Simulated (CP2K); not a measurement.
# CH4F2Si2 (SMILES FC1[SiH2][SiH]1F): levels of theory compared

We compute a comparison of 3 runs (PDG, GFN2-xTB, GFN1-xTB) of CH4F2Si2. 

Program for the calculation: CP2K 2026.2.

1 further run of the same task is left out (set aside as unsound or not needed).

### Step 1. The molecule

CH4F2Si2: 9 atoms, total charge 0, spin state singlet. As SMILES, `FC1[SiH2][SiH]1F`. Geometry: a rough force-field guess.

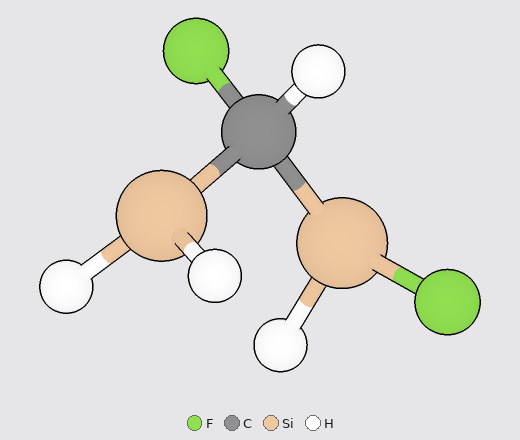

The structure, seen from a chosen angle (fluorine green, carbon grey, silicon light orange, hydrogen white).

### Step 2. Energy and forces at PDG (run 1)

Contents of cp2k_ase.py:

```python
import numpy as np
from ase import Atoms
from ase.calculators.cp2k import CP2K

atoms = Atoms(['F', 'C', 'Si', 'Si', 'F', 'H', 'H', 'H', 'H'],
              positions=[(0.843600, 1.027000, 1.696000),
                         (0.494700, 0.678300, 0.371400),
                         (0.968600, -0.964800, -0.060200),
                         (-1.149200, 0.682500, -0.043400),
                         (-1.469000, 0.796900, -1.641400),
                         (1.028300, 1.428500, -0.228200),
                         (1.018000, -1.317900, -1.487400),
                         (0.481700, -2.049100, 0.780200),
                         (-2.128100, -0.327800, 0.596000)])
atoms.set_cell([19.2, 19.5, 19.3])
atoms.center()
inp = """
&FORCE_EVAL
 METHOD Quickstep
 &DFT
  CHARGE 0
  MULTIPLICITY 1
  &QS
   METHOD PDG
   EPS_DEFAULT 1.0E-10
   &SE
    &COULOMB
     CUTOFF [angstrom] 50
     RC_RANGE [angstrom] 0
    &END COULOMB
    &EXCHANGE
     CUTOFF [angstrom] 50
     RC_RANGE [angstrom] 0
    &END EXCHANGE
   &END SE
  &END QS
  &POISSON
   PERIODIC NONE
   POISSON_SOLVER ANALYTIC
  &END POISSON
  &SCF
   SCF_GUESS ATOMIC
   EPS_SCF 1.0E-06
   MAX_SCF 80
   ADDED_MOS 8
   &DIAGONALIZATION
    ALGORITHM STANDARD
   &END DIAGONALIZATION
   &MIXING
    METHOD DIRECT_P_MIXING
    ALPHA 0.4
   &END MIXING
  &END SCF
  &PRINT
   &MOMENTS
    PERIODIC F
    REFERENCE COM
    MAX_MOMENT 1
   &END MOMENTS
   &MO ON
    ENERGIES T
    OCCUPATION_NUMBERS T
    NDIGITS 6
    &EACH
     QS_SCF 0
    &END EACH
    ADD_LAST NUMERIC
   &END MO
   &HIRSHFELD OFF
   &END HIRSHFELD
  &END PRINT
 &END DFT
 &SUBSYS
 &END SUBSYS
&END FORCE_EVAL
"""
cp2k = CP2K(command="cp2k.psmp -s", label="run", inp=inp, basis_set=None, basis_set_file=None, potential_file=None, pseudo_potential=None, xc=None, cutoff=None, max_scf=None, charge=None, uks=False,
            force_eval_method=None, print_level="LOW", poisson_solver=None, stress_tensor=False)
atoms.calc = cp2k
print("E / eV:", round(atoms.get_potential_energy(), 6))
forces = atoms.get_forces()
print(np.array2string(forces, precision=5, suppress_small=True))
print("largest force / (eV/A): %.4f" % np.linalg.norm(forces, axis=1).max())
```

Started as:

```sh
$ OMP_NUM_THREADS=1 python cp2k_ase.py
```

The program printed:

```text
E / eV: -1209.800129
[[-0.17875  0.10874  0.0848 ]
 [ 1.4858   0.3883   0.50733]
 [-1.58877 -1.21125 -0.75766]
 [-2.89936 -2.82168 -2.4409 ]
 [ 0.60552  0.18377  2.88119]
 [ 0.57338  0.52164 -0.29252]
 [ 0.11255  0.46713  1.18535]
 [ 0.47041  0.78037 -0.44489]
 [ 1.41922  1.58297 -0.72271]]
largest force / (eV/A): 4.7251
```

run.out:

```text
CP2K| version string:                                       CP2K version 2026.2
 CP2K| Input file name                                                   run.inp

[... 19 lines left out ...]
 *** WARNING in qs_kind_types.F:2264 :: Information provided in the input ***
[... 5 lines left out ...]
 *** WARNING in qs_kind_types.F:2264 :: Information provided in the input ***
[... 75 lines left out ...]
  *** SCF run converged in    17 steps ***
[... 9 lines left out ...]
  Heat of formation [kcal/mol]:                                50.48705225284807
[... 14 lines left out ...]
 SE_DIPOLE| Moment [a.u.]           0.38386756       0.30356943       0.34962768
[... 1 line left out ...]
 SE_DIPOLE| Derivative [a.u.]       0.00000000       0.00000000       0.00000000
[... 27 lines left out ...]
 -------------------------------------------------------------------------------
```

It took 1.2 s on 1 thread of Intel Xeon 6975P-C (Granite Rapids), shared host; peak memory 0.19 GiB.

### Step 3. Energy and gradient at GFN2-xTB (run 2)

Contents of molecule.xyz:

```xyz
9

F      0.843600     1.027000     1.696000
C      0.494700     0.678300     0.371400
Si     0.968600    -0.964800    -0.060200
Si    -1.149200     0.682500    -0.043400
F     -1.469000     0.796900    -1.641400
H      1.028300     1.428500    -0.228200
H      1.018000    -1.317900    -1.487400
H      0.481700    -2.049100     0.780200
H     -2.128100    -0.327800     0.596000
```

Contents of calc.py:

```python
import numpy as np
from ase.io import read
from ase.calculators.cp2k import CP2K

atoms = read("molecule.xyz")
atoms.set_cell([13.2, 13.5, 13.3])
atoms.center()
inp = """
&FORCE_EVAL
    METHOD QS
    &DFT
        &QS
            METHOD XTB
            EPS_DEFAULT 1.0E-10
            &XTB
                GFN_TYPE TBLITE
                &TBLITE
                    METHOD GFN2
                &END TBLITE
                CHECK_ATOMIC_CHARGES F
            &END XTB
        &END QS
        &POISSON
            PERIODIC NONE
            POISSON_SOLVER ANALYTIC
        &END POISSON
        &SCF
            SCF_GUESS ATOMIC
            EPS_SCF 1.0E-06
            MAX_SCF 74
            ADDED_MOS 2
            &DIAGONALIZATION
                ALGORITHM STANDARD
            &END DIAGONALIZATION
            &MIXING
                METHOD DIRECT_P_MIXING
                ALPHA 0.8
            &END MIXING
            &SMEAR ON
                METHOD FERMI_DIRAC
                ELECTRONIC_TEMPERATURE [K] 300
            &END SMEAR
        &END SCF
        &PRINT
            &MOMENTS
                PERIODIC F
                REFERENCE COM
                MAX_MOMENT 1
            &END MOMENTS
            &MO ON
                ENERGIES T
                OCCUPATION_NUMBERS T
                NDIGITS 6
                &EACH
                    QS_SCF 0
                &END EACH
                ADD_LAST NUMERIC
            &END MO
            &HIRSHFELD OFF
            &END HIRSHFELD
        &END PRINT
    &END DFT
    &SUBSYS
    &END SUBSYS
&END FORCE_EVAL
"""
calc = CP2K(command="cp2k.psmp -s", label="job", inp=inp, basis_set=None, basis_set_file=None, potential_file=None, pseudo_potential=None, xc=None, cutoff=None, max_scf=None, charge=None, uks=False,
            force_eval_method=None, print_level="LOW", poisson_solver=None, stress_tensor=False)
atoms.calc = calc
print("E / eV:", round(atoms.get_potential_energy(), 6))
forces = atoms.get_forces()
print(np.array2string(forces, precision=5, suppress_small=True))
print("largest force / (eV/A): %.4f" % np.linalg.norm(forces, axis=1).max())
```

Started as:

```sh
$ OMP_NUM_THREADS=1 python calc.py
```

The program printed:

```text
E / eV: -462.561219
[[-0.38995 -0.14248 -0.23482]
 [ 6.33193  3.72836  2.28564]
 [ 1.66581 -4.451   -1.183  ]
 [-8.92055 -0.11894 -0.50976]
 [ 0.31832 -0.22778  0.23101]
 [ 0.18503  0.05394 -0.10841]
 [-0.07999  0.25729  0.36538]
 [-0.09875  0.15931 -0.01946]
 [ 0.98815  0.7413  -0.82658]]
largest force / (eV/A): 8.9359
```

job.out:

```text
CP2K| version string:                                       CP2K version 2026.2
 CP2K| Input file name                                                   job.inp

[... 25 lines left out ...]
 *** WARNING in qs_kind_types.F:2330 :: Information provided in the input ***
[... 85 lines left out ...]
  Repulsive potential energy:                                   0.13407366785892
[... 4 lines left out ...]
  Electronic entropic energy:                                  -0.00000000135304
[... 5 lines left out ...]
 TB_DIPOLE| Dipole type                                             non-periodic
[... 3 lines left out ...]
 TB_DIPOLE| Derivative [a.u.]       0.00000000       0.00000000       0.00000000
[... 38 lines left out ...]
 -------------------------------------------------------------------------------
```

It took 1.3 s on 1 thread of Intel Xeon 6975P-C (Granite Rapids), shared host; peak memory 0.18 GiB.

### Step 4. Energy and forces at GFN1-xTB (run 3)

Contents of calc.py:

```python
import numpy as np
from ase import Atoms
from ase.calculators.cp2k import CP2K

atoms = Atoms(['F', 'C', 'Si', 'Si', 'F', 'H', 'H', 'H', 'H'],
              positions=[(0.843600, 1.027000, 1.696000),
                         (0.494700, 0.678300, 0.371400),
                         (0.968600, -0.964800, -0.060200),
                         (-1.149200, 0.682500, -0.043400),
                         (-1.469000, 0.796900, -1.641400),
                         (1.028300, 1.428500, -0.228200),
                         (1.018000, -1.317900, -1.487400),
                         (0.481700, -2.049100, 0.780200),
                         (-2.128100, -0.327800, 0.596000)])
atoms.set_cell([11.2, 11.5, 11.3])
atoms.center()
inp = """
&FORCE_EVAL
   METHOD QS
   &DFT
      &QS
         METHOD XTB
         EPS_DEFAULT 1.0E-10
         &XTB
            GFN_TYPE 1
            CHECK_ATOMIC_CHARGES F
         &END XTB
      &END QS
      &POISSON
         PERIODIC NONE
         POISSON_SOLVER ANALYTIC
      &END POISSON
      # self-consistent field
      &SCF
         SCF_GUESS ATOMIC
         EPS_SCF 1.0E-06
         MAX_SCF 50
         &OT
            MINIMIZER DIIS
            PRECONDITIONER FULL_ALL
         &END OT
         &OUTER_SCF
            EPS_SCF 1.0E-06
            MAX_SCF 5
         &END OUTER_SCF
      &END SCF
      # extra output
      &PRINT
         &MOMENTS
            PERIODIC F
            REFERENCE COM
            MAX_MOMENT 1
         &END MOMENTS
         &MO_CUBES
            NLUMO 5
            NHOMO -1
            WRITE_CUBE F
         &END MO_CUBES
         &HIRSHFELD OFF
         &END HIRSHFELD
      &END PRINT
   &END DFT
   &SUBSYS
   &END SUBSYS
&END FORCE_EVAL
"""
calc = CP2K(command="cp2k.psmp -s", label="run", inp=inp, basis_set=None, basis_set_file=None, potential_file=None, pseudo_potential=None, xc=None, cutoff=None, max_scf=None, charge=None, uks=False,
            force_eval_method=None, print_level="LOW", poisson_solver=None, stress_tensor=False)
atoms.calc = calc
e = atoms.get_potential_energy()
f = atoms.get_forces()
print(f"energy = {e:.6f} eV")
print("forces (eV/angstrom):")
for s, v in zip(atoms.get_chemical_symbols(), f):
    print(f"{s:2s} {v[0]:10.5f} {v[1]:10.5f} {v[2]:10.5f}")
```

Started as:

```sh
$ OMP_NUM_THREADS=1 python calc.py
```

The program printed:

```text
energy = -493.235041 eV
forces (eV/angstrom):
F    -0.33276   -0.29622    0.00063
C     5.14274    2.74015    1.54086
Si    2.54717   -3.13458   -0.29284
Si   -7.61512    0.92400   -0.79803
F     0.37919   -0.47466    0.74538
H     0.14408    0.12452   -0.34074
H    -0.61804    0.08107    0.19594
H    -0.56365   -0.06538   -0.18936
H     0.91640    0.10110   -0.86185
```

run.out:

```text
CP2K| version string:                                       CP2K version 2026.2
 CP2K| Input file name                                                   run.inp

[... 22 lines left out ...]
 *** WARNING in qs_kind_types.F:2330 :: Information provided in the input ***
[... 69 lines left out ...]
  Core Hamiltonian energy:                                    -18.27923526814537
[... 3 lines left out ...]
  Dispersion energy:                                           -0.00298282720151
[... 7 lines left out ...]
 TB_DIPOLE| Dipole type                                             non-periodic
[... 3 lines left out ...]
 TB_DIPOLE| Derivative [a.u.]       0.00000000       0.00000000       0.00000000
[... 35 lines left out ...]
 -------------------------------------------------------------------------------
```

Wall time 1.4 s (1 thread of Intel Xeon 6975P-C (Granite Rapids), shared host); peak memory 0.19 GiB.

### Step 5. Overview of the runs

```csv
run,level,iteration cap,cell,energy (Eh),dipole moment (D),HOMO energy (eV),LUMO energy (eV),wall time
1,PDG,80,"(19.2, 19.5, 19.3)",-44.459339,1.53,-6.64,-2.03,1.2 s
2,GFN2-xTB,74,"(13.2, 13.5, 13.3)",-16.998813,1.15,-8.37,-7.45,1.3 s
3,GFN1-xTB,50,"(11.2, 11.5, 11.3)",-18.126055,0.29,-9.03,–,1.4 s
```

### Step 6. Outcome

```
                                        quantity         value
                             run 3: total energy  -18.12606 Eh
run 3: dipole moment (from atomic charges alone)        0.29 D
                              run 3: HOMO energy      -9.03 eV
                        run 3: dispersion energy  -7.83 kJ/mol
```

What this shows: The dipole moment (its size) runs from 0.29 D (GFN1-xTB) to 1.53 D (PDG). Some of these are taken from atomic charges alone. Force-field and semi-empirical energies have zeros of their own, so their totals don't compare. All runs together took 3.9 s, the longest 1.4 s.
